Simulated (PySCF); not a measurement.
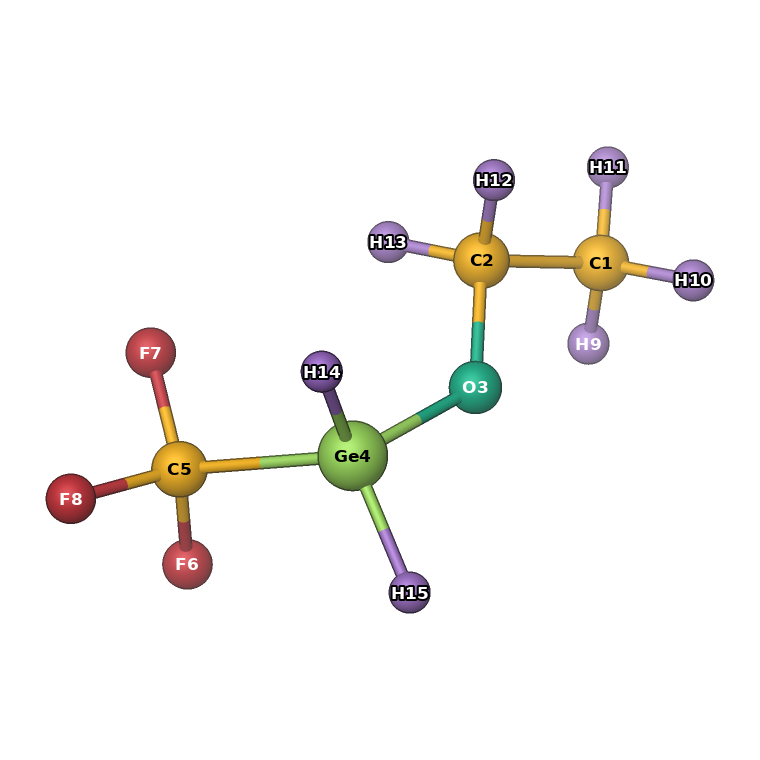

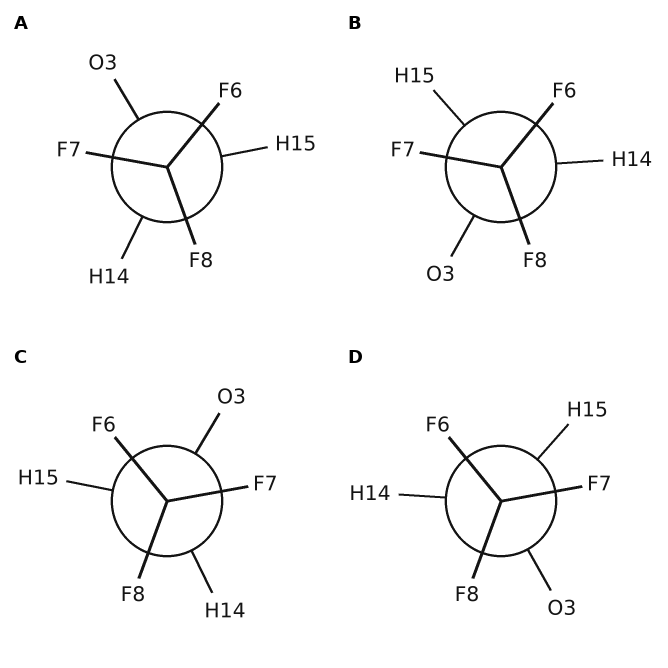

Distant atoms are faded towards the background colour. Bonds that would overlap in a projection are set slightly apart. The computed structure is the end point of a GFN2-xTB optimisation. No frequency run is at hand to confirm it as a minimum.

Question: Which Newman projection shows the view along C5–Ge4, with C5 in front?

Answer: C. The torsion angle F6–C5–Ge4–O3 is 70°, synclinal (gauche).
